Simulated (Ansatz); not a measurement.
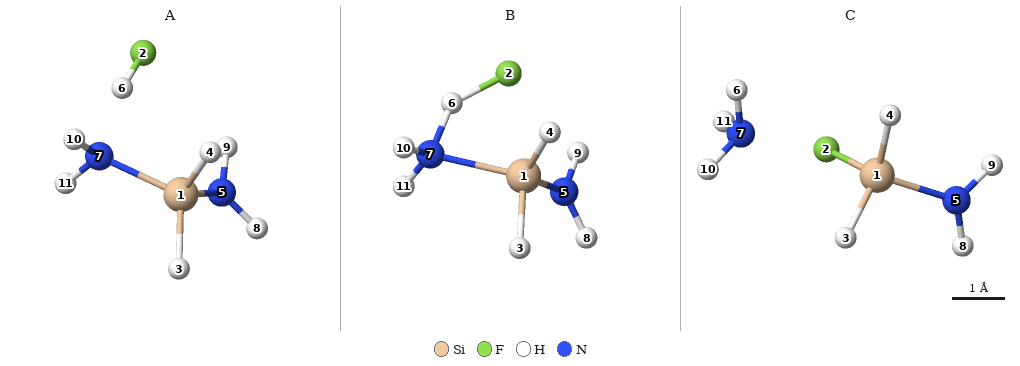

Three geometries of SiN₂H₇F: a saddle point and the two minima that it joins, in shuffled order. The picture is a ball-and-stick view, seen at a tilt. Sticks join atoms that are closer than about 1.2 times the sum of their covalent radii (a little more with hydrogen).

Stationary points at PBE0-D4/def2-TZVP, single-point energies with CCSD(T)/CBS, PBE-D4, SPW92 (LDA), BLYP-D4, wB97X-V, BHLYP-D4 (def2-TZVPP where no basis is named; Ansatz 0.2.0). The energies are electronic, without zero-point or thermal terms, and both ends are the minima reached downhill from the saddle, with any fragments still in contact. CCSD(T)/CBS stands for a frozen-core estimate: MP2 correlation extrapolated from def2-TZVPP and def2-QZVPP, CCSD(T) minus MP2 from the smaller set.

### Identify the saddle point and describe the reaction.

Frame B is the saddle point. Counted by bonded pieces, C holds NH₃ + SiH₄NF and A holds HF + SiH₆N₂. From C over the saddle to A, bonds form: Si1–N7 (3.01 → 1.85 → 1.75 Å), F2–H6 (3.63 → 1.26 → 0.96 Å). Bonds break: Si1–F2 (1.61 → 2.20 → 3.31 Å), H6–N7 (1.01 → 1.17 → 1.67 Å). The saddle has one imaginary mode, 551i cm⁻¹. With CCSD(T)/CBS the barrier is 28.8 kcal/mol from C and 14.7 kcal/mol from A, and A lies 14.1 kcal/mol above C.

```tsv
level	barrier from C (kcal/mol)	barrier from A (kcal/mol)	A less C (kcal/mol)
CCSD(T)/CBS	28.8	14.7	14.1
PBE-D4	22.1	10.8	11.3
SPW92 (LDA)	14.0	6.3	7.7
BLYP-D4	26.1	12.9	13.2
wB97X-V	27.5	13.3	14.2
BHLYP-D4	31.3	16.2	15.1
```

Against CCSD(T)/CBS, wB97X-V comes closest on the barrier from C (−1.3 kcal/mol) and SPW92 (LDA) misses most (−14.7 kcal/mol).

Limits of the set-up: the start holds two separate molecules, 2.5 Å apart at their closest, whose relative position is a soft coordinate.
